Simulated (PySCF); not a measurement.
NMR shielding calculation, with input and output: C2H7ClOSi2

- system: C2H7ClOSi2
- method: GIAO PBE0/IGLO-III NMR shielding, non-relativistic, gas phase (PySCF 2.14.0)

The geometry comes from this level: PBE0-D3(BJ)/def2-SVP. Figures and captions count atoms from 1; the log counts them from 0 in places.

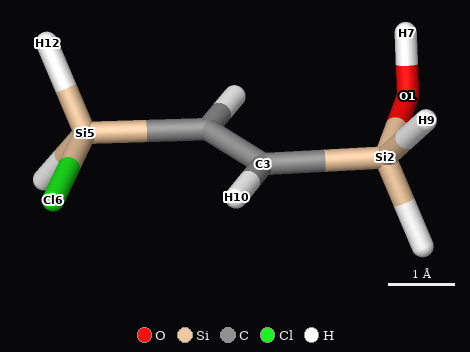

Figure 1. The structure as given in the input (stick view, seen at a tilt; atoms are numbered from 1 in the order of the input). Bond lengths as drawn: Cl–Si 2.07 Å, C–C 1.34 Å, C–H 1.10 Å, C–Si 1.86 to 1.87 Å, H–O 0.96 Å, H–Si 1.49 to 1.50 Å and O–Si 1.67 Å.

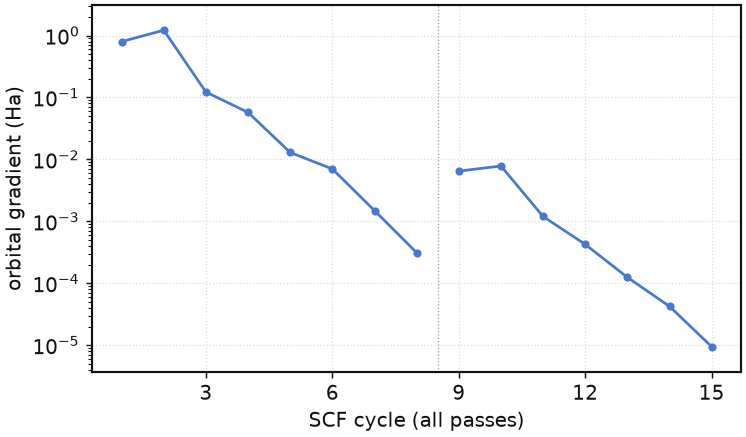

Figure 2. Convergence of the self-consistent field: orbital gradient against the SCF cycle. The dotted line marks the change from a coarse to the final integration grid. The first 8 cycles use a coarse grid, the final grid takes over at cycle 9, and the field converges after 15 cycles in all.

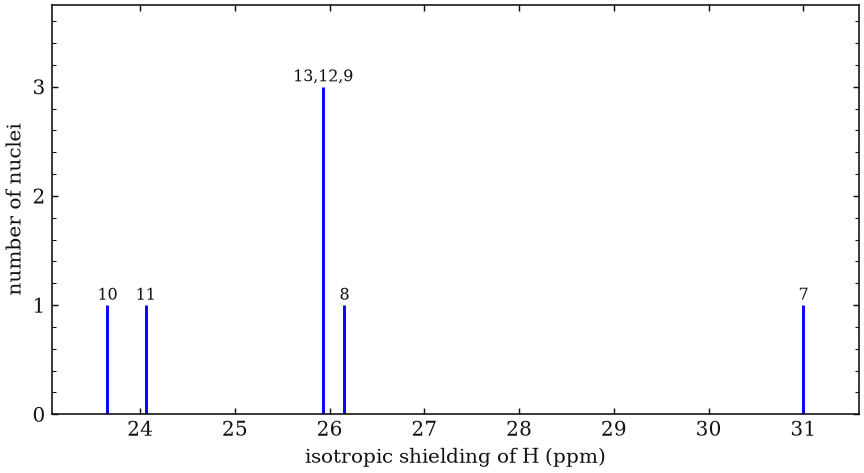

Figure 3. Isotropic shieldings of the hydrogen nuclei in this fixed geometry, labelled by atom number; shielding grows to the right, so chemical shift grows to the left. The least shielded is H10 (23.7 ppm), the most shielded H7 (31.0 ppm).

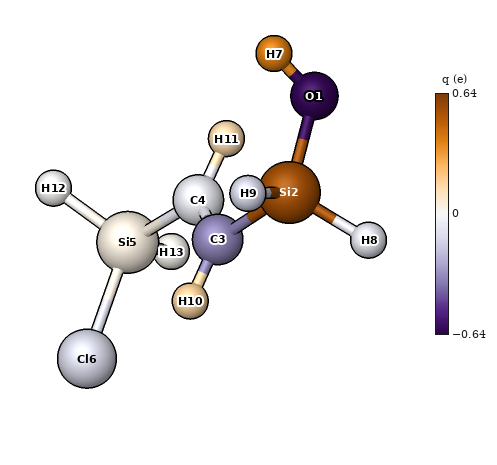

Figure 4. ESP-fitted charges, as the colour of each atom (ball-and-stick view, seen at a tilt; atoms are numbered from 1 in the order of the input). By element: O −0.61, Si +0.04 to +0.55, C −0.34 to −0.05, Cl −0.11 and H −0.12 to +0.39 e.

The input that produced these results follows, with the program's output.

## The input
```
{"job": {"kind": "nmr", "xc": "PBE0", "basis": "IGLO-III", "pop": true}, "charge": 0, "multiplicity": 1}
O     -2.539475    -0.535052     0.842820
Si    -2.035825     0.505151    -0.360821
C     -0.170485     0.457090    -0.501322
C      0.570409    -0.405860     0.214608
Si     2.428937    -0.522055     0.133782
Cl     3.118040     0.868122    -1.240542
H     -2.462343    -0.213865     1.745415
H     -2.669765     0.034874    -1.623271
H     -2.468814     1.911738    -0.082159
H      0.345427     1.147323    -1.185297
H      0.048606    -1.100340     0.891405
H      3.050277    -0.215701     1.454409
H      2.871382    -1.875614    -0.306208
```

The first line tells a small driver script what to run in PySCF; the rest is the geometry in Å.

Command:
```bash
OMP_NUM_THREADS=1 python <driver script> task.json out
```

## Log
```
coarse grid: 12472 points
cycle   1  E = -1194.2940176572  dE =  3.135e-01  |g| = 7.979e-01  |ddm| = 2.825e+00
cycle   2  E = -1194.1294512417  dE =  1.646e-01  |g| = 1.219e+00  |ddm| = 1.107e+00
cycle   3  E = -1194.4050241596  dE = -2.756e-01  |g| = 1.223e-01  |ddm| = 7.363e-01
cycle   4  E = -1194.4072422890  dE = -2.218e-03  |g| = 5.739e-02  |ddm| = 1.157e-01
cycle   5  E = -1194.4079912352  dE = -7.489e-04  |g| = 1.295e-02  |ddm| = 4.432e-02
cycle   6  E = -1194.4080204507  dE = -2.922e-05  |g| = 7.011e-03  |ddm| = 1.077e-02
cycle   7  E = -1194.4080322498  dE = -1.180e-05  |g| = 1.495e-03  |ddm| = 4.065e-03
cycle   8  E = -1194.4080327964  dE = -5.466e-07  |g| = 3.121e-04  |ddm| = 1.294e-03
final grid: 106832 points
cycle   9  E = -1194.4251542722  dE = -8.893e-05  |g| = 6.476e-03  |ddm| = 4.104e-02
cycle  10  E = -1194.4251485929  dE =  5.679e-06  |g| = 7.833e-03  |ddm| = 8.760e-03
cycle  11  E = -1194.4251617659  dE = -1.317e-05  |g| = 1.200e-03  |ddm| = 4.956e-03
cycle  12  E = -1194.4251619713  dE = -2.054e-07  |g| = 4.256e-04  |ddm| = 7.837e-04
cycle  13  E = -1194.4251620071  dE = -3.586e-08  |g| = 1.249e-04  |ddm| = 2.885e-04
cycle  14  E = -1194.4251620103  dE = -3.211e-09  |g| = 4.247e-05  |ddm| = 9.870e-05
cycle  15  E = -1194.4251620108  dE = -4.595e-10  |g| = 9.489e-06  |ddm| = 2.807e-05
converged SCF energy = -1194.4251620108

GIAO shielding tensors (ppm)
atom      isotropic    diamagn.    paramagn.     s11        s22        s33       span
  0 O      315.148     386.546     -71.398    291.279    309.743    344.421     53.142
  1 Si     374.812     888.241    -513.428    327.091    352.175    445.171    118.080
  2 C       15.949     254.582    -238.633   -117.795     -3.481    169.123    286.919
  3 C       28.983     255.491    -226.508    -98.435     13.673    171.710    270.145
  4 Si     369.334     885.058    -515.724    311.658    363.008    433.337    121.679
  5 Cl    1011.801    1150.179    -138.377    993.553   1009.927   1031.924     38.371
  6 H       31.001      32.365      -1.364     23.919     25.378     43.706     19.787
  7 H       26.156      28.523      -2.366     23.024     24.976     30.469      7.445
  8 H       25.950      28.921      -2.971     22.633     24.798     30.418      7.785
  9 H       23.655      32.977      -9.322     18.369     22.902     29.695     11.326
 10 H       24.058      33.536      -9.478     20.143     23.325     28.707      8.563
 11 H       25.926      27.888      -1.961     22.194     24.459     31.126      8.932
 12 H       25.919      27.665      -1.746     22.167     24.443     31.148      8.981
```

## Summary

- outcome: converged
- total energy: −1194.425162 hartree
- HOMO: −8.15 eV
- LUMO: −1.18 eV
- dipole moment: 1.60 D
- isotropic shielding, O: 315.1 ppm
- isotropic shielding, Si: 369.3 to 374.8 ppm
- isotropic shielding, C: 15.9 to 29.0 ppm
- isotropic shielding, Cl: 1011.8 ppm
- isotropic shielding, H: 23.7 to 31.0 ppm
- hardware: 1 CPU thread, shared host
- wall time: 77 s
- peak memory: 1.2 GiB
